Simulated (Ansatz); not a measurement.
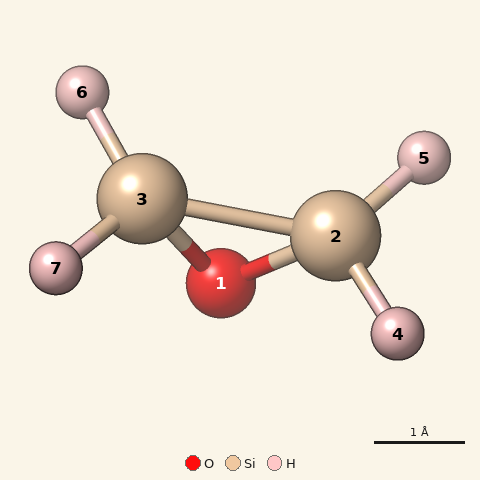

Simulated data, not a measurement (program: Ansatz).

Orthographic view. Depth is shown by fading: the farther an atom, the more it takes the colour of the background. Geometry: moved along internal coordinates away from the minimum.

Write a Z-matrix (Å, degrees) in the order of the atom numbers, with these reference atoms: 2 to 1; 3 to 1, 2; 4 to 2, 1, 3; 5 to 2, 4, 1; 6 to 3, 1, 2; 7 to 3, 6, 1.

```
O  
Si   1   1.695
Si   1   1.695   2    80.5
H    2   1.483   1   114.1   3   115.8
H    2   1.483   4   110.5   1  -130.2
H    3   1.483   1   114.1   2   115.8
H    3   1.483   6   110.5   1  -130.2
```
